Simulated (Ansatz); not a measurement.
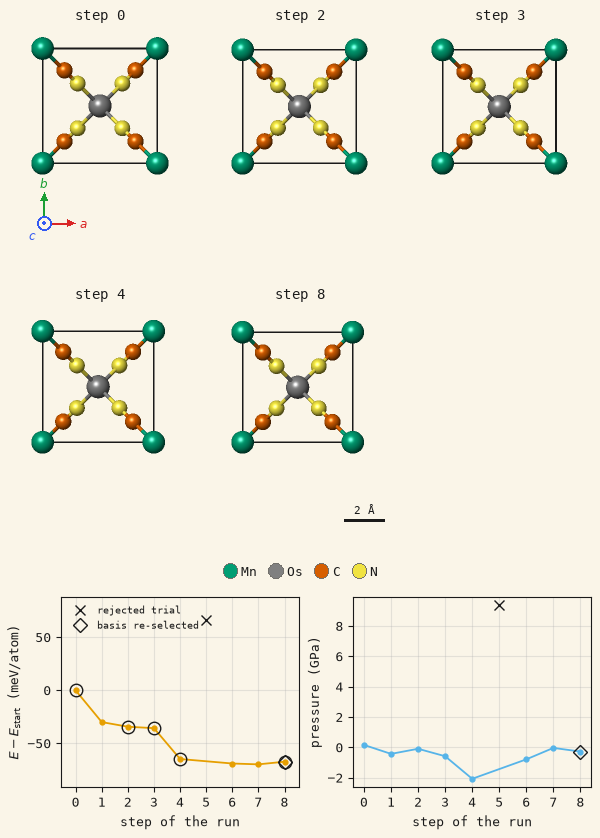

Frames of a relaxation of crystalline MnOsC₄N₄ (a generated structure, set up in P-43m) (coarse preliminary run), marked on the history of the run. Style: ball-and-stick. Shown: the cell of the calculation, along the c axis.

Theory: DFT PBE, scalar-relativistic, plane waves, PAW in Ansatz 0.2.0.

Input
```yaml
crystal:
  lattice:
    - [5.88088984, 0.0, 0.0]
    - [0.0, 5.88088984, 0.0]
    - [0.0, 0.0, 5.88088984]
  atoms:
    - { symbol: Mn, position: [0.0, 0.0, 0.0], spin: 4.0 }
    - { symbol: Os, position: [0.5, 0.5, 0.5], spin: 1.0 }
    - { symbol: C, position: [0.19026114, 0.19026114, 0.19026114] }
    - { symbol: C, position: [0.19026114, 0.80973886, 0.80973886] }
    - { symbol: C, position: [0.80973886, 0.19026114, 0.80973886] }
    - { symbol: C, position: [0.80973886, 0.80973886, 0.19026114] }
    - { symbol: "N", position: [0.30512468, 0.30512468, 0.30512468] }
    - { symbol: "N", position: [0.30512468, 0.69487532, 0.69487532] }
    - { symbol: "N", position: [0.69487532, 0.30512468, 0.69487532] }
    - { symbol: "N", position: [0.69487532, 0.69487532, 0.30512468] }
basis:
  ecutwfc: 420
kpoints:
  mp_grid: { grid: [4, 4, 4] }
hamiltonian:
  xc: pbe
scf:
  occupations: { method: gaussian, width: 0.1 }
  lower_state_search: "off"
output:
  forces: true
  stress: true
  eigenvalues: true
  populations: true
magnetization:
  spin_polarized: true
relax:
  adjacent_minimum: "off"
  f_tol: 0.04
  max_steps: 70
  cell: { stress_tol: 0.4 }
```

Run as
```bash
ansatz run input.yaml --threads 1 --pin off --max-ram 2560MiB --backend cpu --events-out ev --progress --plain --runs-dir out
```

### Describe the path.

Over 6 accepted moves (8 points after the start) the energy falls by 67.2 meV per atom. Largest force component: 1.8 eV/Å at the start, 0.029 eV/Å at the end. Pressure: 0.17 GPa at the start and −0.27 GPa at the end. The line search rejected the trial step at point 5 of the run. The SCF was repeated once at an unchanged geometry on a basis and grid sized afresh for the cell, which shifted the energy by 2.5 meV per atom at most. The largest moves relative to the cell, 0.059 Å, are those of C3, C4, C5 and C6. C3 goes along [−1 −1 −1]. By element the largest moves are C 0.059 Å, N 0.033 Å. Os and Mn stay in place. The drawn cell changes as follows: a = b = c 5.881 → 5.642 Å (−4.1 %); the volume changes by −11.7 %. Near-neighbour distances that change, for instance: Mn1–C3 1.938 → 1.801 Å, Os2–N10 1.985 → 1.871 Å, C3–N7 1.170 → 1.214 Å. The space group stays P-43m (No. 215). The program noted that the starting moments weren't kept. The run took 7.9 min on 1 thread of Intel(R) Xeon(R) Processor @ 2.50GHz (Skylake/Cascade Lake) (shared host), peak memory 0.55 GiB. From step 0 to 2: N atoms move most (0.07 Å), volume −3.3 %, energy −34.2 meV per atom. From step 2 to 3: volume −0.4 %, energy −1.4 meV per atom. From step 3 to 4: C atoms move most (0.06 Å), volume −5.8 %, energy −29.1 meV per atom. From step 4 to 8: volume −2.7 %, energy −2.5 meV per atom.

```csv
step,"E − E(0), meV/atom","largest force component, eV/Å","pressure, GPa","volume, Å³/atom",note
0,0.00,1.8225,0.17,20.339,
1,-29.87,0.6041,-0.42,19.988,
2,-34.24,0.2315,-0.09,19.663,
3,-35.59,0.1070,-0.58,19.588,
4,-64.67,0.1626,-2.06,18.449,
5,66.47,3.1721,9.36,16.256,rejected
6,-68.90,0.0882,-0.78,18.111,
7,-69.70,0.0299,-0.03,17.957,
8,-67.20,0.0289,-0.27,17.957,"same geometry, new basis"
```
